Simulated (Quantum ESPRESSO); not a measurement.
**SiC (Moissanite 3C): optical modes of a strained layer**

How do the zone-centre modes of SiC (Moissanite 3C) move in a layer strained in its (001) plane?

Method: DFT LDA, scalar-relativistic, plane waves, PseudoDojo norm-conserving pseudopotentials, in Quantum ESPRESSO 7.5.

### 1. Set-up

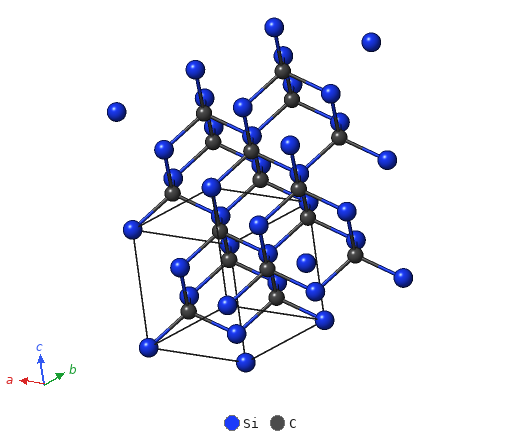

The cell as given, from a free direction (silicon blue, carbon dark grey). 1×2×2 cells are drawn. This picture shows the conventional cell, with its axes. Bonds to atoms that aren't drawn are left out. Some periodic images of atoms are drawn too.

This is the cell after its relaxation at this level of theory, not the database cell from which that began.

### 2. Strained cells

The in-plane lattice vectors are held at a strain ε, as on a substrate; the length along z is set so that σ_zz vanishes; symmetry keeps the atoms on their sites. Modes are taken without the LO-TO term. Cutoff 90 Ry, k mesh 12×12×12.

From the response at ε = -0.03:

The log of the run:

```text
[banners, grids, parts of the stress and lines that vanish by symmetry left out]
Program PHONON v.7.5
     Reading xml data from directory:

[...]
Exchange-correlation= PW
                           (   1   4   0   0   0   0   0)
[...]
kinetic-energy cut-off    =      90.0000  Ry
     charge density cut-off    =     360.0000  Ry
     convergence threshold     =      1.0E-18
[...]
Exchange-correlation= PW
                           (   1   4   0   0   0   0   0)
[...]
q = (   0.0000000   0.0000000   0.0000000 )
      9 Sym.Ops. (with q -> -q+G )
     G cutoff =  301.8458  (  15061 G-vectors)     FFT grid: ( 36, 36, 36)
     number of k points=   163
[...]
Mode symmetry, D_2d (-42m) point group:
[...]
Dielectric constant
[...]
End of electric fields calculation
          Dielectric constant in cartesian axis
          (       6.754568382       0.000000000      -0.000000000 )
          (      -0.000000000       6.754568382      -0.000000000 )
          (       0.000000000       0.000000000       6.945887928 )
          Effective charges (d Force / dE) in cartesian axis without acoustic sum rule applied (asr)
           atom    1  Si    Mean Z*:        2.75889
      Ex  (        2.72778       -0.00000       -0.00000 )
      Ey  (       -0.00000        2.72778       -0.00000 )
      Ez  (       -0.00000       -0.00000        2.82109 )
           atom    2  C     Mean Z*:       -2.76039
      Ex  (       -2.72947        0.00000        0.00000 )
      Ey  (        0.00000       -2.72947        0.00000 )
      Ez  (        0.00000       -0.00000       -2.82224 )
          Effective charges Sum: Mean:       -0.00151
[...]
Effective charges (d Force / dE) in cartesian axis with asr applied:
           atom    1  Si    Mean Z*:        2.75964
[...]
atom    2  C     Mean Z*:       -2.75964
[...]
Representation #   1 mode #   1
[...]
End of self-consistent calculation
     Convergence has been achieved
     Representation #   2 mode #   2
[...]
End of self-consistent calculation
     Convergence has been achieved
     Representation #   3 modes #   3   4
[...]
End of self-consistent calculation
     Convergence has been achieved
     Representation #   4 modes #   5   6
[...]
End of self-consistent calculation
     Convergence has been achieved
[...]
Dielectric constant in cartesian axis
          (       6.754568382       0.000000000      -0.000000000 )
          (      -0.000000000       6.754568382      -0.000000000 )
          (       0.000000000       0.000000000       6.945887928 )
          Effective charges (d Force / dE) in cartesian axis without acoustic sum rule applied (asr)
           atom    1  Si    Mean Z*:        2.75889
      Ex  (        2.72778       -0.00000       -0.00000 )
      Ey  (       -0.00000        2.72778       -0.00000 )
      Ez  (       -0.00000       -0.00000        2.82109 )
           atom    2  C     Mean Z*:       -2.76039
      Ex  (       -2.72947        0.00000        0.00000 )
      Ey  (        0.00000       -2.72947        0.00000 )
      Ez  (        0.00000       -0.00000       -2.82224 )
          Effective charges Sum: Mean:       -0.00151
[...]
Effective charges (d Force / dE) in cartesian axis with asr applied:
           atom    1  Si    Mean Z*:        2.75964
[...]
atom    2  C     Mean Z*:       -2.75964
[...]
q = (    0.000000000   0.000000000   0.000000000 )
[...]
freq (    1) =       0.042719 [THz] =       1.424969 [cm-1]
     freq (    2) =       0.043718 [THz] =       1.458284 [cm-1]
     freq (    3) =       0.043718 [THz] =       1.458284 [cm-1]
     freq (    4) =      24.812942 [THz] =     827.670665 [cm-1]
     freq (    5) =      24.812942 [THz] =     827.670665 [cm-1]
     freq (    6) =      25.249994 [THz] =     842.249151 [cm-1]
[...]
Mode symmetry, D_2d (-42m) point group:
     freq (   1-   1) =          1.4  [cm-1]   --> B_2  X_3  W_2   I+R
     freq (   2-   3) =          1.5  [cm-1]   --> E    X_5  W_3   I+R
     freq (   4-   5) =        827.7  [cm-1]   --> E    X_5  W_3   I+R
     freq (   6-   6) =        842.2  [cm-1]   --> B_2  X_3  W_2   I+R

   JOB DONE.
```

The run at ε = -0.01 is held back.

```
    ε     ε_zz  σ_xx (GPa, tension positive)  singlet (cm⁻¹)  doublet (cm⁻¹)
-0.03   0.0202                        -14.86          842.25          827.67
-0.02   0.0136                         -9.57          827.09          818.27
-0.01   0.0069                         -4.62       held back       held back
    0   0.0000                         -0.01          798.10          798.10
 0.01  -0.0071                          4.31          784.24          787.32
 0.02  -0.0143                          8.33          770.81          776.12
 0.03  -0.0218                         12.10          757.79          764.47
```

### 3. The fit

Parabolas ω = ω₀ + a ε + b ε² through the other rows:

```
   mode  ω₀ (cm⁻¹)  a (cm⁻¹)  b (cm⁻¹)
singlet      798.1     -1407      2133
doublet      798.1     -1054     -2246
```

The biaxial modulus, the linear term of σ_xx, is 449 GPa, so the singlet mode moves by a/M = -3.1 cm⁻¹ a GPa of tensile stress. The ratio −ε_zz/ε near zero is 0.70. For ε = -0.01 the fits predict 812.39 and 808.40 cm⁻¹.

### 4. The run that was held back

The log of the run:

```text
[banners, grids, parts of the stress and lines that vanish by symmetry left out]
[banner, memory and clock lines left out]
Program PHONON v.7.5

[...]
Exchange-correlation= PW
                           (   1   4   0   0   0   0   0)
[...]
kinetic-energy cut-off    =      90.0000  Ry
     charge density cut-off    =     360.0000  Ry
     convergence threshold     =      1.0E-18
[...]
Exchange-correlation= PW
                           (   1   4   0   0   0   0   0)
[...]
q = (   0.0000000   0.0000000   0.0000000 )
      9 Sym.Ops. (with q -> -q+G )
     G cutoff =  303.7207  (  15593 G-vectors)     FFT grid: ( 36, 36, 36)
     number of k points=   163
[...]
Mode symmetry, D_2d (-42m) point group:
[...]
Dielectric constant
[...]
End of electric fields calculation
          Dielectric constant in cartesian axis
          (       6.829410383       0.000000000       0.000000000 )
          (       0.000000000       6.829410383      -0.000000000 )
          (       0.000000000      -0.000000000       6.893559320 )
          Effective charges (d Force / dE) in cartesian axis without acoustic sum rule applied (asr)
           atom    1  Si    Mean Z*:        2.73207
      Ex  (        2.72115       -0.00000        0.00000 )
      Ey  (       -0.00000        2.72115        0.00000 )
      Ez  (       -0.00000       -0.00000        2.75393 )
           atom    2  C     Mean Z*:       -2.73360
      Ex  (       -2.72272       -0.00000       -0.00000 )
      Ey  (       -0.00000       -2.72272       -0.00000 )
      Ez  (       -0.00000        0.00000       -2.75536 )
[...]
Convergence has been achieved
     Representation #   4 modes #   5   6
[...]
End of self-consistent calculation
     Convergence has been achieved
[...]
Dielectric constant in cartesian axis
          (       6.829410383       0.000000000       0.000000000 )
          (       0.000000000       6.829410383      -0.000000000 )
          (       0.000000000      -0.000000000       6.893559320 )
          Effective charges (d Force / dE) in cartesian axis without acoustic sum rule applied (asr)
           atom    1  Si    Mean Z*:        2.73207
      Ex  (        2.72115       -0.00000        0.00000 )
      Ey  (       -0.00000        2.72115        0.00000 )
      Ez  (       -0.00000       -0.00000        2.75393 )
           atom    2  C     Mean Z*:       -2.73360
      Ex  (       -2.72272       -0.00000       -0.00000 )
      Ey  (       -0.00000       -2.72272       -0.00000 )
      Ez  (       -0.00000        0.00000       -2.75536 )
          Effective charges Sum: Mean:       -0.00152
[...]
Effective charges (d Force / dE) in cartesian axis with asr applied:
           atom    1  Si    Mean Z*:        2.73284
[...]
atom    2  C     Mean Z*:       -2.73284
[...]
q = (    0.000000000   0.000000000   0.000000000 )
[...]
freq (    1) =       0.025789 [THz] =       0.860217 [cm-1]
     freq (    2) =       0.025789 [THz] =       0.860217 [cm-1]
     freq (    3) =       0.026528 [THz] =       0.884878 [cm-1]
     freq (    4) =      24.235332 [THz] =     808.403674 [cm-1]
     freq (    5) =      24.235332 [THz] =     808.403674 [cm-1]
     freq (    6) =      24.354258 [THz] =     812.370614 [cm-1]
[...]
Mode symmetry, D_2d (-42m) point group:
     freq (   1-   1) =          0.9  [cm-1]   --> B_2  X_3  W_2   I+R
     freq (   2-   3) =          0.9  [cm-1]   --> E    X_5  W_3   I+R
     freq (   4-   5) =        808.4  [cm-1]   --> E    X_5  W_3   I+R
     freq (   6-   6) =        812.4  [cm-1]   --> B_2  X_3  W_2   I+R
```

It gives 812.37 and 808.40 cm⁻¹.

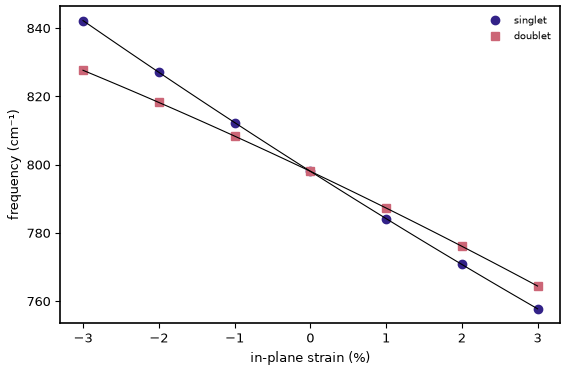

The two modes against in-plane strain, with the fits.

### 5. Outcome

```yaml
strain_coefficient_of_the_singlet_mode: -1407 cm⁻¹
strain_coefficient_of_the_doublet_mode: -1054 cm⁻¹
biaxial_modulus: 449 GPa
```

**Reading.** One per cent of tensile strain moves the singlet mode of SiC (Moissanite 3C) by -14.1 cm⁻¹ and the doublet mode by -10.5 cm⁻¹; the fits miss the run held back by up to 0.02 cm⁻¹. At 3 % strain the quadratic term is 5 % of the linear one for the singlet mode and 6 % for the doublet mode. In a polar crystal the line seen along z is the LO mode, whose shift differs. These are harmonic values at zero temperature, without the LO-TO term, for a homogeneous, dislocation-free layer.

[Host names and launcher messages were left out of these logs when they were recorded.]

[Logs are printed without paths, hosts, clocks, repeated set-up lines and the standing remarks that a program may print on its own settings, such as how far it seeks lower states.]

[Hosts, paths, dates, database ids (printed as entryN), source tags and the programs' standing remarks are cut or masked in the printed files.]
